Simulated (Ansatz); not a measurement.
## A frame of liquid methanol from 298 K (108 atoms): geometry optimisation

Aim: bring a frame of liquid methanol from 298 K (108 atoms) to a nearby minimum of the energy and see what moves.

Calculated with Ansatz 0.2.0; Kohn-Sham DFT, PBE+D3(BJ), PAW (set soft_2), plane waves.

**1. The starting structure**

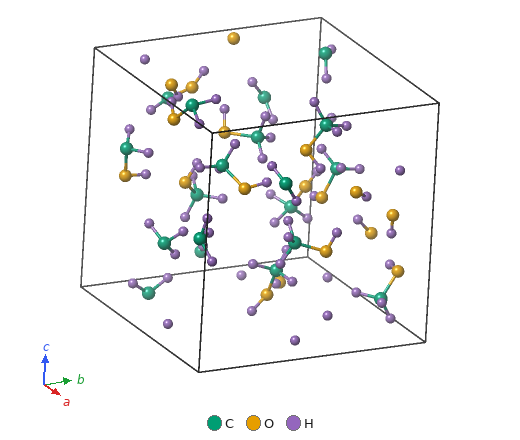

Start, viewed slightly off an axis; carbon teal, oxygen orange, hydrogen purple. Bonds to atoms that aren't drawn are left out. Some periodic images of atoms are drawn too.

The cell holds 108 atoms: 18 C, 18 O and 72 H. Its edges and angles: a = 10.658 Å, b = 10.658 Å, c = 10.658 Å, α = 90.0°, β = 90.0°, γ = 90.0°. 18 methanol placed at random, at 0.791 g/cm³; overlaps pushed apart, then 10 ps at 398 K with MMFF94 bonds, angles, torsions, charges and radii (Halgren, J. Comput. Chem. 17, 490 (1996)) in harmonic and 12-6 forms. Snapshot after 20 ps at 298 K and fixed volume. The density is a measured one.

Limits known from the start: The network of contacts between molecules at the start is that of the classical potential that made the cell. Only the Γ point is sampled, in a cell whose shortest periodic width is 11 Å.

**2. Single point at the start**

The forces at the start show how far the geometry lies from a minimum of this functional.

The input, input.yaml:

```yaml
crystal:
  lattice:
    - [10.65831, 0.0, 0.0]
    - [0.0, 10.65831, 0.0]
    - [0.0, 0.0, 10.65831]
  atoms:
    - { symbol: C, position: [0.6042, 0.11959, 0.95986] }
    - { symbol: O, position: [0.50974, 0.09301, 0.8705] }
    - { symbol: H, position: [0.69979, 0.10341, 0.91758] }
    - { symbol: H, position: [0.59085, 0.07411, 0.04717] }
    - { symbol: H, position: [0.6037, 0.22425, 0.97209] }
    - { symbol: H, position: [0.43046, 0.12081, 0.91235] }
    - { symbol: C, position: [0.37722, 0.54187, 0.69233] }
    - { symbol: O, position: [0.2938, 0.43956, 0.69546] }
    - { symbol: H, position: [0.45905, 0.52458, 0.63455] }
    - { symbol: H, position: [0.41341, 0.55184, 0.79159] }
    - { symbol: H, position: [0.32917, 0.626, 0.66285] }
    - { symbol: H, position: [0.24033, 0.46254, 0.77104] }
    - { symbol: C, position: [0.81197, 0.4971, 0.41194] }
    - { symbol: O, position: [0.85615, 0.61381, 0.37685] }
    - { symbol: H, position: [0.80142, 0.44369, 0.32736] }
    - { symbol: H, position: [0.72924, 0.50705, 0.47316] }
    - { symbol: H, position: [0.87312, 0.43387, 0.46544] }
    - { symbol: H, position: [0.87605, 0.64627, 0.45865] }
    - { symbol: C, position: [0.54878, 0.5649, 0.19483] }
    - { symbol: O, position: [0.48934, 0.56226, 0.07213] }
    - { symbol: H, position: [0.49388, 0.63575, 0.25151] }
    - { symbol: H, position: [0.64605, 0.58572, 0.17916] }
    - { symbol: H, position: [0.53727, 0.46576, 0.22901] }
    - { symbol: H, position: [0.5121, 0.48667, 0.02109] }
    - { symbol: C, position: [0.61306, 0.26388, 0.69335] }
    - { symbol: O, position: [0.7208, 0.31022, 0.62878] }
    - { symbol: H, position: [0.6253, 0.30789, 0.78237] }
    - { symbol: H, position: [0.61347, 0.16378, 0.69678] }
    - { symbol: H, position: [0.53076, 0.29702, 0.64756] }
    - { symbol: H, position: [0.72728, 0.40313, 0.64642] }
    - { symbol: C, position: [0.85108, 0.87195, 0.14505] }
    - { symbol: O, position: [0.82676, 0.9544, 0.2405] }
    - { symbol: H, position: [0.94168, 0.82784, 0.16593] }
    - { symbol: H, position: [0.85211, 0.91912, 0.05732] }
    - { symbol: H, position: [0.78289, 0.79876, 0.15623] }
    - { symbol: H, position: [0.73504, 0.96628, 0.23513] }
    - { symbol: C, position: [0.21441, 0.79601, 0.31184] }
    - { symbol: O, position: [0.28454, 0.81737, 0.41882] }
    - { symbol: H, position: [0.24115, 0.7133, 0.26564] }
    - { symbol: H, position: [0.20423, 0.87807, 0.24955] }
    - { symbol: H, position: [0.12296, 0.75314, 0.33643] }
    - { symbol: H, position: [0.24563, 0.88864, 0.45939] }
    - { symbol: C, position: [0.18662, 0.2005, 0.01544] }
    - { symbol: O, position: [0.28, 0.19892, 0.91951] }
    - { symbol: H, position: [0.10081, 0.17148, 0.9653] }
    - { symbol: H, position: [0.17429, 0.2888, 0.06383] }
    - { symbol: H, position: [0.2025, 0.11949, 0.07226] }
    - { symbol: H, position: [0.24513, 0.24999, 0.85102] }
    - { symbol: C, position: [0.99852, 0.34051, 0.7457] }
    - { symbol: O, position: [0.09651, 0.3909, 0.81935] }
    - { symbol: H, position: [0.98561, 0.39895, 0.6605] }
    - { symbol: H, position: [0.90772, 0.32422, 0.78821] }
    - { symbol: H, position: [0.02967, 0.25085, 0.71881] }
    - { symbol: H, position: [0.05786, 0.46064, 0.86581] }
    - { symbol: C, position: [0.00457, 0.76508, 0.69728] }
    - { symbol: O, position: [0.90156, 0.70786, 0.62938] }
    - { symbol: H, position: [0.96918, 0.86034, 0.72475] }
    - { symbol: H, position: [0.08205, 0.76606, 0.63236] }
    - { symbol: H, position: [0.01943, 0.69944, 0.7753] }
    - { symbol: H, position: [0.85914, 0.77832, 0.58664] }
    - { symbol: C, position: [0.51054, 0.08165, 0.35476] }
    - { symbol: O, position: [0.55976, 0.97179, 0.30264] }
    - { symbol: H, position: [0.42776, 0.05449, 0.41077] }
    - { symbol: H, position: [0.48133, 0.14832, 0.28973] }
    - { symbol: H, position: [0.57531, 0.12722, 0.4215] }
    - { symbol: H, position: [0.56523, 0.90556, 0.36972] }
    - { symbol: C, position: [0.7584, 0.63664, 0.86702] }
    - { symbol: O, position: [0.72202, 0.57293, 0.75741] }
    - { symbol: H, position: [0.72023, 0.59759, 0.95529] }
    - { symbol: H, position: [0.73573, 0.73893, 0.84327] }
    - { symbol: H, position: [0.85949, 0.63112, 0.87625] }
    - { symbol: H, position: [0.775, 0.61294, 0.69457] }
    - { symbol: C, position: [0.26196, 0.02549, 0.66831] }
    - { symbol: O, position: [0.23196, 0.04288, 0.54199] }
    - { symbol: H, position: [0.2661, 0.92638, 0.68569] }
    - { symbol: H, position: [0.18748, 0.0743, 0.71647] }
    - { symbol: H, position: [0.3558, 0.07238, 0.67852] }
    - { symbol: H, position: [0.22787, 0.1358, 0.53514] }
    [... 24 atom lines left out ...]
    - { symbol: C, position: [0.20342, 0.38224, 0.4099] }
    - { symbol: O, position: [0.25932, 0.29624, 0.49207] }
    - { symbol: H, position: [0.26967, 0.46033, 0.40738] }
    - { symbol: H, position: [0.11184, 0.40746, 0.45244] }
    - { symbol: H, position: [0.19055, 0.34171, 0.31647] }
    - { symbol: H, position: [0.27019, 0.33769, 0.57131] }
kpoints:
  mp_grid: { grid: [1, 1, 1] }
hamiltonian:
  xc: pbe
  dispersion: d3bj
scf:
  occupations: { method: fixed }
output:
  forces: true
  stress: true
  populations: true
  dos:
    method: { smearing: { sigma: 0.15 } }
    de: 0.1
    projected: { site_lists: { C: [C], H: [H], O: [O] } }
  eigenvalues: true
```

The run is started by

```console
$ ansatz run input.yaml --threads 4 --pin off --max-ram 8192MiB --backend cpu --events-out ev --progress --plain --runs-dir out
```

Numbers of over 12 decimals in the logs are rounded to 6 here.

Output:

```text
Engine: ansatz 0.2.0, x86_64-unknown-linux-gnu
Pseudopotentials: kind: paw
Pseudopotential: C, paw, valence charge 4, recommended cutoff 420 eV (normal), C.paw.azcp
Pseudopotential: O, paw, valence charge 6, recommended cutoff 420 eV (normal), O.paw.azcp
Pseudopotential: H, paw, valence charge 1, recommended cutoff 420 eV (normal), H.paw.azcp
[... 5 lines on functional and potentials left out ...]
Crystal: 108 atoms, lattice volume = 1210.779 Å³
Basis set: ecut = 420 eV, 23703 PW (Γ), exchange–correlation on 144×144×144 points (8 copies of the dense FFT grid, shifted against one another)
Bands: 234, of which v1, the nominal top of the filled ones, is band 126 counted from 1 (125 counted from 0)
Symmetry: 1 space group operations
Space group: P1 (ITA 1), of the structure as read, at distance tolerance 1.1e-4 Å
k-points: 1
[... 7 lines on functional and potentials left out ...]
Initial density: superposition of atomic densities (neutral atoms: chi_scale 0, normalization atom), corrected by the library's trained network
Initial wavefunctions: pseudopotential atomic-orbital guess
Functional: x = pbe(κ = 0.804, μ = 0.219515), c = pbe(β = 0.066725)
SCF iter   1: F=—  HF=-15878.523374 eV  |F-HF|=—  |Δ(HF+E_count)|=         —  Δρ=4.54e-3  dr2=3.81e-1  ethr=1.77e-3  ⟨swp⟩=5.0  Hψ=821  notcnv=0  defer=106
preconditioner: auto → Resta (q_TF=auto, 2.100 Å⁻¹)  ε∞=2.2  [insulator: Δε(μ)=4.463 eV  Ē_g=14.334 eV  n_scr=178 (ndim 8)  ℏωp=15.7 eV  f_vac=0.299  ε∞_Penn≈2.2]
SCF iter   2: F=—  HF=-15878.432914 eV  |F-HF|=—  |Δ(HF+E_count)|=   9.05e-2  Δρ=2.37e-3  dr2=8.30e-2  ethr=1.51e-4  ⟨swp⟩=2.0  Hψ=296  notcnv=0  defer=106
SCF iter   3: F=—  HF=-15878.422309 eV  |F-HF|=—  |Δ(HF+E_count)|=   1.06e-2  Δρ=1.04e-3  dr2=2.19e-2  ethr=3.29e-5  ⟨swp⟩=3.0  Hψ=253  notcnv=0  defer=106
SCF iter   4: F=—  HF=-15878.419461 eV  |F-HF|=—  |Δ(HF+E_count)|=   2.85e-3  Δρ=3.36e-4  dr2=2.09e-3  ethr=8.70e-6  ⟨swp⟩=3.0  Hψ=253  notcnv=0  defer=106
SCF iter   5: F=—  HF=-15878.419187 eV  |F-HF|=—  |Δ(HF+E_count)|=   2.74e-4  Δρ=1.61e-4  dr2=3.03e-4  ethr=8.31e-7  ⟨swp⟩=2.0  Hψ=382  notcnv=0  defer=106
SCF iter   6: F=—  HF=-15878.419115 eV  |F-HF|=—  |Δ(HF+E_count)|=   7.22e-5  Δρ=6.33e-5  dr2=3.79e-5  ethr=1.20e-7  ⟨swp⟩=2.0  Hψ=260  notcnv=0  defer=106
SCF iter   7: F=—  HF=-15878.419980 eV  |F-HF|=—  |Δ(HF+E_count)|=   8.66e-4  Δρ=2.09e-5  dr2=4.75e-6  ethr=1.50e-8  ⟨swp⟩=2.0  Hψ=260  notcnv=0  defer=104
SCF iter   8: F=—  HF=-15878.419980 eV  |F-HF|=—  |Δ(HF+E_count)|=   7.60e-7  Δρ=4.63e-6  dr2=3.07e-7  ethr=1.89e-9  ⟨swp⟩=2.0  Hψ=255  notcnv=0  defer=105
SCF iter   9: F=-15878.419980 eV  HF=-15878.419980 eV  |F-HF|=5.42e-8  |Δ(HF+E_count)|=   3.25e-8  Δρ=2.83e-6  dr2=8.12e-8  ethr=3.97e-11  ⟨swp⟩=16.0  Hψ=1827  notcnv=0
SCF 1 converged in 9 iterations: F = -15878.419980 eV  dr2 = 8.12e-8
  greatest PAW one-centre occupation: 0.867 electrons in one spin orbital (limit 2), on the O atom at site 13 (counted from 0), in its partial waves of l = 0
SCF converged after 9 iterations
Free energy (F): -15878.419980 eV
Harris-Foulkes:  -15878.419980 eV  (|F-HF|=5.42e-8)
Internal energy: -15878.419980 eV  (E = F + TS)
E sigma→0 (E₀):  -15878.419980 eV
Fermi energy:    -1.835017 eV
--- Per-component energies (eV) ---
  E_band       = -2314.289364
  E_kinetic    = 5824.625798
  E_local      = -20897.293743  (includes V_loc(G=0)·N_el)
  E_nonlocal   = 1482.625733
  E_hartree    = 7848.111625
  E_xc         = -2835.311887
  E_vxc        = -3591.729751  (∫ρ·V_xc dr)
  E_paw        = -4685.215725  (= ΣΔE_a)
  E_vpaw       = -828.684868  (= ΣTr[D̂ρ^β])
  E_aug_tail   = -0.053025  (compensation charges beyond the density's cutoff)
  E_ewald      = -2612.245666
  E_disp       = -3.663089  (pairwise vdW)
  E_smearing   = -0.000000  (= −TS)
  E_closure    = -0.000000  (closes the sum)
  Σ components = -15878.419980   (vs F -15878.419980, Δ=0.00e0)
--- Forces (eV/Å), atoms counted from 1 ---
  atom   1  C      0.93419197     1.98199827    -1.84534150
  atom   2  O     -0.78545656    -0.49754179     0.77987255
  atom   3  H     -0.79402883    -0.37643995     0.39314516
  atom   4  H      0.00513232    -0.78216754     1.21147487
  atom   5  H      0.13862721    -0.35984468     0.51978376
  atom   6  H      0.40737614    -0.17495494    -0.85186325
  atom   7  C      1.08548547    -0.03138351     1.58539881
  atom   8  O     -0.74283078     0.30003028     1.21664695
  atom   9  H      0.16353741    -0.17521497    -0.45667450
  atom  10  H     -0.02871675     0.47159139    -0.84114005
  atom  11  H     -0.16459627     0.69330356    -0.23271477
  atom  12  H      0.10867377    -1.29098664    -1.67850897
  atom  13  C     -0.54214032    -1.21545932     0.39890506
  atom  14  O      0.73673300     0.57593848    -0.10949935
[...]
atom 107  H      0.03195464    -0.13698370     0.00603811
  atom 108  H      0.17941371     0.77112512     0.98465895
  max |Σ_I F_I| component: 1.72e-4 eV/Å
--- Stress (GPa, compression-positive) ---
        2.048613       0.089071       0.253063
        0.089071       1.385072       0.355333
        0.253062       0.355333       3.204767
  P = ⅓ Tr σ = 2.2128 GPa (22.128 kbar)
--- Band table (eV) ---
  k-point 0: bands = ["-22.3996", "-22.3621", "-22.2941", "-22.1439", [... 218 levels ...], "9.7755", "9.7915", "9.9016", "9.9469", "9.9648", "9.9979", "10.0549", "10.0861", "10.1594", "10.2232", "10.2329", "10.3215"]
--- Löwdin populations: 108 sites ---
  site symbol       q [e]
     0      C      4.2168
     1      O      6.5270
     2      H      0.8156
[...]
107      H      0.6122
  spilling = 0.014870 (of n_electrons = 252.000000)
```

Wall time 13 s (4 threads of Intel Xeon Platinum 8488C (Sapphire Rapids), shared host); peak memory 1.2 GiB; 41 s of CPU time.

Reading the cycles: dr2 is the Hartree energy of the density residual (eV), the measure of convergence; HF is the Harris–Foulkes estimate of the energy, which meets the free energy F at convergence.

Numbers from this run:

* free energy: -15878.4200 eV
* free energy per atom: -147.0224 eV/atom
* SCF cycles: 9
* pressure: 2.213 GPa
* r.m.s. force component: 0.8004 eV/Å
* longest force: 3.096 eV/Å
* Fermi energy: -1.835 eV
* gap (highest filled to lowest empty level): 4.025 eV
* spilling of the projection: 0.01487

The r.m.s. force component of 0.80 eV/Å and the pressure of 2.2 GPa set the starting point.

Length of the force by element:

```
element  coordination  atoms  mean length of the force (eV/Å)  spread  least  most
      C           all     18                             1.89   0.529  0.866  3.10
      H           all     72                             1.03   0.494  0.141  2.37
      O           all     18                             1.48   0.521  0.745  2.76
```

(Continued in part 2 of 3.)

[Logs are printed without paths, hosts, clocks, repeated set-up lines and the standing remarks that a program may print on its own settings, such as how far it seeks lower states.]

[Hosts, paths, dates, database ids (printed as entryN), source tags and the programs' standing remarks are cut or masked in the printed files.]

[The MMFF94 radii named for the starting cell were scaled by 0.96; in molecules described by MMFF94, hydrogen bound to N, O or S took a small fixed 12-6 site in their place.]
